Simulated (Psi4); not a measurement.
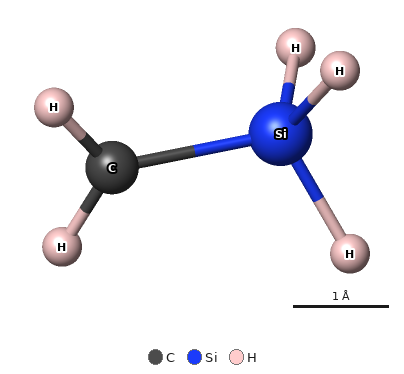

The input geometry (ball-and-stick view, seen at a tilt).

CH5Si: excited-state calculation (part 1 of 2)

CH5Si, multiplicity 2, SMILES [CH2][SiH3], computed with EOM-CCSD/3-21G, UHF (Psi4 1.11).

The geometry comes from this level: PBE0-D4/def2-TZVP.

**The program's output**
```
=> Loading Basis Set <=

    Name: 3-21G
    Role: ORBITAL
    Keyword: BASIS

         ---------------------------------------------------------
                                   SCF
                              UHF Reference
                        1 Threads,   1525 MiB Core
         ---------------------------------------------------------

  ==> Geometry <==

    Molecular point group: c1
    Full point group: C1

    Geometry (in Angstrom), charge = 0, multiplicity = 2:

       Center              X                  Y                   Z               Mass
    ------------   -----------------  -----------------  -----------------  -----------------
         C           -0.001291913553    -0.000060185683    -1.276133128542    12.000000000000
         SI          -0.001291913553    -0.000060185683     0.563715871458    27.976926534650
         H           -0.001291913553     0.914673767000    -1.860164209608     1.007825032230
         H            0.039088518129    -0.913468055050    -1.860646537151     1.007825032230
         H            1.388262807762     0.051305922373     1.104929638009     1.007825032230
         H           -0.731575740481     1.187783585593     1.081236441381     1.007825032230
         H           -0.643237938178    -1.237907862446     1.080756378165     1.007825032230

  Running in c1 symmetry.

  Rotational constants: A =      2.23180  B =      0.40239  C =      0.38621 [cm^-1]
  Rotational constants: A =  66907.58190  B =  12063.20156  C =  11578.32951 [MHz]
  Nuclear repulsion =   56.021934784148904

  Charge       = 0
  Multiplicity = 2
  Electrons    = 25
  Nalpha       = 13
  Nbeta        = 12

  ==> Algorithm <==

  SCF Algorithm Type is PK.
  DIIS enabled.
  MOM disabled.
  Fractional occupation disabled.
  Guess Type is SAD.
  Energy threshold   = 1.00e-08
  Density threshold  = 1.00e-08
  Integral threshold = 1.00e-12

  ==> Primary Basis <==

  Basis Set: 3-21G
    Blend: 3-21G
    Number of shells: 22
    Number of basis functions: 32
    Number of Cartesian functions: 32
    Spherical Harmonics?: false
    Max angular momentum: 1

  ==> Integral Setup <==

  Using in-core PK algorithm.
   Calculation information:
      Number of atoms:                   7
      Number of AO shells:              22
      Number of primitives:             39
      Number of atomic orbitals:        32
      Number of basis functions:        32

      Integral cutoff                 1.00e-12
      Number of threads:                 1

  Performing in-core PK
  Using 279312 doubles for integral storage.
  We computed 31501 shell quartets total.
  Whereas there are 32131 unique shell quartets.

  ==> DiskJK: Disk-Based J/K Matrices <==

    J tasked:                  Yes
    K tasked:                  Yes
    wK tasked:                  No
    Memory [MiB]:             1144
    Schwarz Cutoff:          1E-12

  Minimum eigenvalue in the overlap matrix is 2.4977198496E-02.
  Reciprocal condition number of the overlap matrix is 6.6030403613E-03.
    Using symmetric orthogonalization.

  ==> Pre-Iterations <==

  SCF Guess: Superposition of Atomic Densities via on-the-fly atomic UHF (no occupation information).

   -------------------------
    Irrep   Nso     Nmo
   -------------------------
     A         32      32
   -------------------------
    Total      32      32
   -------------------------

  ==> Iterations <==

                        Total Energy        Delta E     RMS |[F,P]|

   @UHF iter SAD:  -327.07401790263128   -3.27074e+02   0.00000e+00
   @UHF iter   1:  -327.85286120828926   -7.78843e-01   6.18480e-03 DIIS/ADIIS
   @UHF iter   2:  -327.88971964663875   -3.68584e-02   2.31456e-03 DIIS/ADIIS
   @UHF iter   3:  -327.89467833285539   -4.95869e-03   7.85686e-04 DIIS/ADIIS
   @UHF iter   4:  -327.89578173286276   -1.10340e-03   2.77092e-04 DIIS/ADIIS
   @UHF iter   5:  -327.89593648288502   -1.54750e-04   1.26920e-04 DIIS/ADIIS
   @UHF iter   6:  -327.89597469789618   -3.82150e-05   3.53841e-05 DIIS
   @UHF iter   7:  -327.89597765557113   -2.95767e-06   6.28954e-06 DIIS
   @UHF iter   8:  -327.89597772870951   -7.31384e-08   1.97060e-06 DIIS
   @UHF iter   9:  -327.89597773588088   -7.17137e-09   6.69629e-07 DIIS
   @UHF iter  10:  -327.89597773701320   -1.13232e-09   2.33972e-07 DIIS
   @UHF iter  11:  -327.89597773716986   -1.56660e-10   6.57050e-08 DIIS
   @UHF iter  12:  -327.89597773718020   -1.03455e-11   2.09721e-08 DIIS
   @UHF iter  13:  -327.89597773718185   -1.64846e-12   7.53175e-09 DIIS
  Energy and wave function converged.

  ==> Post-Iterations <==

   @Spin Contamination Metric:   1.273325004E-02
   @S^2 Expected:                7.500000000E-01
   @S^2 Observed:                7.627332500E-01
   @S   Expected:                5.000000000E-01
   @S   Observed:                5.000000000E-01

    Orbital Energies [Eh]
    ---------------------

    Alpha Occupied:

       1A    -68.291024     2A    -11.180430     3A     -6.103305
       4A     -4.199463     5A     -4.199041     6A     -4.198439
       7A     -0.956344     8A     -0.715591     9A     -0.591218
      10A     -0.500538    11A     -0.495244    12A     -0.471758
      13A     -0.382364

    Alpha Virtual:

      14A      0.175384    15A      0.209411    16A      0.226634
      17A      0.296445    18A      0.326210    19A      0.348079
      20A      0.467275    21A      0.487720    22A      0.511190
      23A      0.586943    24A      0.986088    25A      1.015827
      26A      1.054401    27A      1.314638    28A      1.326043
      29A      1.343763    30A      1.363348    31A      1.385175
      32A      1.803461

    Beta Occupied:

       1A    -68.292116     2A    -11.157657     3A     -6.104978
       4A     -4.201188     5A     -4.200646     6A     -4.200475
       7A     -0.863390     8A     -0.707589     9A     -0.574468
      10A     -0.472006    11A     -0.469815    12A     -0.468101

    Beta Virtual:

      13A      0.101129    14A      0.184496    15A      0.208545
      16A      0.274732    17A      0.312536    18A      0.335515
      19A      0.359683    20A      0.472080    21A      0.486248
      22A      0.511187    23A      0.596565    24A      1.034007
      25A      1.067247    26A      1.119627    27A      1.325666
      28A      1.330544    29A      1.347255    30A      1.373650
      31A      1.389133    32A      1.848352

    Final Occupation by Irrep:
              A
    DOCC [    12 ]
    SOCC [     1 ]
    NA   [    13 ]
    NB   [    12 ]

  @UHF Final Energy:  -327.89597773718185

   => Energetics <=

    Nuclear Repulsion Energy =             56.0219347841489039
    One-Electron Energy =                -563.8386353599504446
    Two-Electron Energy =                 179.9207228386196675
    Total Energy =                       -327.8959777371818518

  UHF NO Occupations:
  HONO-2 :   11  A 1.9987272
  HONO-1 :   12  A 1.9969199
  HONO-0 :   13  A 1.0000000
  LUNO+0 :   14  A 0.0030801
  LUNO+1 :   15  A 0.0012728
  LUNO+2 :   16  A 0.0012321
  LUNO+3 :   17  A 0.0006901

Computation Completed

Properties will be evaluated at   0.000000,   0.000000,   0.000000 [a0]

Properties computed using the SCF density matrix

 Multipole Moments:

 ------------------------------------------------------------------------------------
     Multipole            Electronic (a.u.)      Nuclear  (a.u.)        Total (a.u.)
 ------------------------------------------------------------------------------------

 L = 1.  Multiply by 2.5417464519 to convert [e a0] to [Debye]
 Dipole X            :         -0.0413572            0.0480131            0.0066560
 Dipole Y            :         -0.0025440            0.0022368           -0.0003072
 Dipole Z            :          0.1516970           -0.4132167           -0.2615197
 Magnitude           :                                                    0.2616046

 ------------------------------------------------------------------------------------

	total time  =          2 seconds =       0.03 minutes
 MINTS: Wrapper to libmints.

   Calculation information:
      Number of threads:                 1
      Number of atoms:                   7
      Number of AO shells:              22
      Number of SO shells:              22
      Number of primitives:             39
      Number of atomic orbitals:        32
      Number of basis functions:        32

      Number of irreps:                  1
      Integral cutoff                 1.00e-12
      Number of functions per irrep: [  32 ]

 OEINTS: Overlap, kinetic, potential, dipole, and quadrupole integrals
         stored in file 35.

      Computing two-electron integrals...done
      Computed 109612 non-zero two-electron integrals.
        Stored in file 33.

	Wfn Parameters:
	--------------------
	Wavefunction         = CCSD
	Number of irreps     = 1
	Number of MOs        = 32
	Number of active MOs = 26
	AO-Basis             = NONE
	Semicanonical        = false
	Reference            = UHF
	Print Level          = 1

	IRREP	# MOs	# FZDC	# DOCC	# SOCC	# VIRT	# FZVR
	-----	-----	------	------	------	------	------
	 A	   32	    6	    6	    1	    19	    0
	Transforming integrals...
	IWL integrals will be deleted.
	(OO|OO)...
	Presorting SO-basis two-electron integrals.
	Sorting File: SO Ints (nn|nn) nbuckets = 1
	Constructing frozen core operators
	Starting AA/AB first half-transformation.
	Sorting AA/AB half-transformed integrals.
	Starting BB first half-transformation.
	Sorting BB half-transformed integrals.
	First half integral transformation complete.
	Starting AA second half-transformation.
	Starting AB second half-transformation.
	Starting BB second half-transformation.
	Two-electron integral transformation complete.
	(OO|OV)...
	Starting AA second half-transformation.
	Starting AB second half-transformation.
	Starting BB second half-transformation.
	Two-electron integral transformation complete.
	(OO|VV)...
	Starting AA second half-transformation.
	Starting AB second half-transformation.
	Starting BB second half-transformation.
	Two-electron integral transformation complete.
	(OV|OO)...
	Starting AA/AB first half-transformation.
	Sorting AA/AB half-transformed integrals.
	Starting BB first half-transformation.
	Sorting BB half-transformed integrals.
	First half integral transformation complete.
	Starting AA second half-transformation.
	Starting AB second half-transformation.
	Starting BB second half-transformation.
	Two-electron integral transformation complete.
	(OV|OV)...
	Starting AA second half-transformation.
	Starting AB second half-transformation.
	Starting BB second half-transformation.
	Two-electron integral transformation complete.
	(OV|VV)...
	Starting AA second half-transformation.
	Starting AB second half-transformation.
	Starting BB second half-transformation.
	Two-electron integral transformation complete.
	(VV|OO)...
	Starting AA/AB first half-transformation.
	Sorting AA/AB half-transformed integrals.
	Starting BB first half-transformation.
	Sorting BB half-transformed integrals.
	First half integral transformation complete.
	Starting AA second half-transformation.
	Starting AB second half-transformation.
	Starting BB second half-transformation.
	Two-electron integral transformation complete.
	(VV|OV)...
	Starting AA second half-transformation.
	Starting AB second half-transformation.
	Starting BB second half-transformation.
	Two-electron integral transformation complete.
	(VV|VV)...
	Starting AA second half-transformation.
	Starting AB second half-transformation.
	Starting BB second half-transformation.
	Two-electron integral transformation complete.
	Frozen core energy     =   -353.28340933683751

	Size of irrep 0 of <AB|CD> integrals:      0.029 (MW) /      0.234 (MB)
	Total:                                     0.029 (MW) /      0.234 (MB)

	Size of irrep 0 of <ab|cd> integrals:      0.036 (MW) /      0.289 (MB)
	Total:                                     0.036 (MW) /      0.289 (MB)

	Size of irrep 0 of <Ab|Cd> integrals:      0.144 (MW) /      1.155 (MB)
	Total:                                     0.144 (MW) /      1.155 (MB)

	Size of irrep 0 of <IA|BC> integrals:      0.048 (MW) /      0.384 (MB)
	Total:                                     0.048 (MW) /      0.384 (MB)

	Size of irrep 0 of <ia|bc> integrals:      0.048 (MW) /      0.384 (MB)
	Total:                                     0.048 (MW) /      0.384 (MB)

	Size of irrep 0 of <Ia|Bc> integrals:      0.053 (MW) /      0.426 (MB)
	Total:                                     0.053 (MW) /      0.426 (MB)

	Size of irrep 0 of <iA|bC> integrals:      0.043 (MW) /      0.347 (MB)
	Total:                                     0.043 (MW) /      0.347 (MB)

	Size of irrep 0 of tIjAb amplitudes:       0.016 (MW) /      0.128 (MB)
	Total:                                     0.016 (MW) /      0.128 (MB)

	Nuclear Rep. energy          =     56.02193478414890
	SCF energy                   =   -327.89597773718185
	One-electron energy          =    -53.60057911208621
	Two-electron (AA) energy     =      5.71579842884386
	Two-electron (BB) energy     =      3.79271376038561
	Two-electron (AB) energy     =     13.45756373836318
	Two-electron energy          =     22.96607592759265
	Reference energy             =   -327.89597773718214

	total time  =          0 seconds =       0.00 minutes
            **************************
            *                        *
            *        CCENERGY        *
            *                        *
            **************************

    Nuclear Rep. energy (wfn)     =   56.021934784148904
    SCF energy          (wfn)     = -327.895977737181852
    Reference energy    (file100) = -327.895977737182136

    Input parameters:
    -----------------
    Wave function   =     CCSD
    Reference wfn   =     UHF
    Brueckner       =     No
    Memory (Mbytes) =     1600.0
    Maxiter         =     50
    R_Convergence   =     1.0e-07
    E_Convergence   =     1.0e-06
    Restart         =     Yes
    DIIS            =     Yes
    AO Basis        =     NONE
    ABCD            =     NEW
    Cache Level     =     2
    Cache Type      =     LRU
    Print Level     =     1
    Num. of threads =     1
    # Amps to Print =     10
    Print MP2 Amps? =     No
    Analyze T2 Amps =     No
    Print Pair Ener =     No
    Local CC        =     No
    SCS-MP2         =     False
    SCSN-MP2        =     False
    SCS-CCSD        =     False

MP2 correlation energy -0.1278911217254424
                Solving CC Amplitude Equations
                ------------------------------
  Iter             Energy              RMS        T1Diag      D1Diag    New D1Diag    D2Diag
  ----     ---------------------    ---------   ----------  ----------  ----------   --------
     0        -0.127891121725442    0.000e+00    0.000000    0.000000    0.000000    0.000000
     1        -0.149837697089614    6.077e-02    0.007651    0.000000    0.000000    0.000000
     2        -0.159993996563703    2.507e-02    0.012454    0.000000    0.000000    0.000000
     3        -0.160766727798306    7.531e-03    0.014169    0.000000    0.000000    0.000000
     4        -0.160811811486870    3.206e-03    0.014783    0.000000    0.000000    0.000000
     5        -0.160864654641414    1.328e-03    0.015056    0.000000    0.000000    0.000000
     6        -0.160871759432749    3.620e-04    0.015067    0.000000    0.000000    0.000000
     7        -0.160874502944605    1.420e-04    0.015076    0.000000    0.000000    0.000000
     8        -0.160874134809695    6.004e-05    0.015084    0.000000    0.000000    0.000000
     9        -0.160873260336213    2.208e-05    0.015087    0.000000    0.000000    0.000000
    10        -0.160873233096818    7.180e-06    0.015088    0.000000    0.000000    0.000000
    11        -0.160873142482285    2.047e-06    0.015089    0.000000    0.000000    0.000000
    12        -0.160873145389637    7.039e-07    0.015089    0.000000    0.000000    0.000000
    13        -0.160873131613694    2.551e-07    0.015089    0.000000    0.000000    0.000000
    14        -0.160873129276953    9.594e-08    0.015089    0.000000    0.000000    0.000000

    Iterations converged.

    Largest TIA Amplitudes:
              3   2         0.0152231264
              5   1        -0.0127512852
              4   0        -0.0118053196
              6   2         0.0108253494
              4   2        -0.0088695883
              2   4        -0.0087487424
              1   5        -0.0083776811
              0   0        -0.0081983664
              0   3        -0.0071530176
              3   0        -0.0070411753

    Largest Tia Amplitudes:
              3   0        -0.0291205074
              4   0         0.0101442530
              5   2         0.0093635502
              4   1        -0.0082222444
              2   2        -0.0068815999
              4  14        -0.0067172679
              4  11         0.0066935298
              2  12         0.0063626614
              1   4         0.0059892856
              5  18         0.0052623344

    Largest TIJAB Amplitudes:
      6   2  10   4        -0.0152093764
      5   3   2   1         0.0120394249
      6   2  12  10         0.0117334122
      6   4   2   0         0.0108646918
      4   2  11   4        -0.0101622728
      6   4  10   5         0.0101601834
      4   3   9   7         0.0097053679
      6   4  11  10         0.0095615603
      6   0  18  10         0.0089068557
      5   4   1   0         0.0088198443

    Largest Tijab Amplitudes:
      4   3   1   0         0.0188238927
      5   3   3   2         0.0130232495
      5   4   2   1        -0.0117783915
      4   2  11   5        -0.0107632701
      5   3   9   8        -0.0106916694
      4   3  10   8         0.0105509251
      5   4  10   9        -0.0089565938
      4   1  10   6        -0.0088286678
      4   2  12   6        -0.0077103470
      3   0   1   0        -0.0069834553

    Largest TIjAb Amplitudes:
      5   5   1   2         0.0427996519
      2   2   4   5        -0.0354002914
      6   3   2   0        -0.0270451909
      5   5   3   4        -0.0268450165
      6   0   3   0        -0.0249574107
      5   5   8   9        -0.0243870637
      3   3   2   3         0.0227590141
      3   3   7   8        -0.0207003469
      5   3   3   2        -0.0202474030
      4   3   1   2         0.0198405334

    SCF energy       (wfn)                    = -327.895977737181852
    Reference energy (file100)                = -327.895977737182136

    Opposite-spin MP2 correlation energy      =   -0.107928413960918
    Same-spin MP2 correlation energy          =   -0.019962707764524
    Singles MP2 correlation energy            =   -0.000000000000000
    MP2 correlation energy                    =   -0.127891121725442
      * MP2 total energy                      = -328.023868858907576
```
